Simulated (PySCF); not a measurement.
Consider C4H10FNSi.

Input

```
{"job": {"kind": "nmr", "xc": "PBE0", "basis": "pcSseg-1"}, "charge": 0, "multiplicity": 1}
N      2.027935     0.373871     1.303242
Si     1.741132    -0.419820    -0.191583
F      1.860842    -1.981080     0.204544
C     -0.023410    -0.048748    -0.772469
C     -1.140762    -1.018952    -0.328976
C     -2.038959     0.182650    -0.013394
C     -0.816389     1.102317    -0.118208
H      2.764499     0.024928     1.895147
H      1.985381     1.377355     1.353066
H      2.740775    -0.268606    -1.246647
H     -0.047763     0.064336    -1.858297
H     -1.500790    -1.707881    -1.090902
H     -0.873962    -1.587364     0.559188
H     -2.545344     0.165492     0.949942
H     -2.774802     0.371911    -0.793225
H     -0.937609     2.001634    -0.720306
H     -0.427771     1.379989     0.858967
```

Launched as:

```sh
OMP_NUM_THREADS=1 python probes_run.py task.json out
```

Geometry: GFN2-xTB.

The calculation used PySCF, PBE0/pcSseg-1, SCF density, gas phase, non-relativistic.

Question: What can the converged electron density and electron localisation function tell about the bonding?

Answer: C–Si (1.89 Å): the density is about 0.96 e/Å³ at the midpoint; the ELF peaks at about 0.95 between the atoms: a covalent bond.
C–H (1.09 Å): ρ at the midpoint is about 1.9 e/Å³; the ELF climbs to about 1 towards the hydrogen, as it does in any bond to H (a covalent bond by its length).

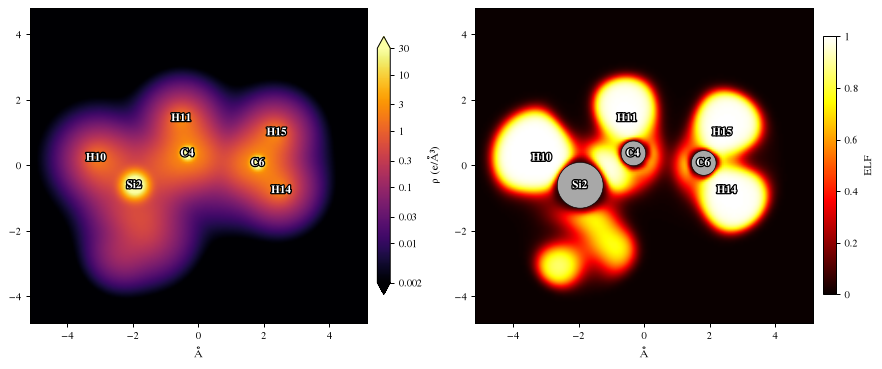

Computed electron density and electron localisation function on the plane of atoms H14, C6 and H15, in this order. Grey discs cover the atomic cores in the ELF map. 
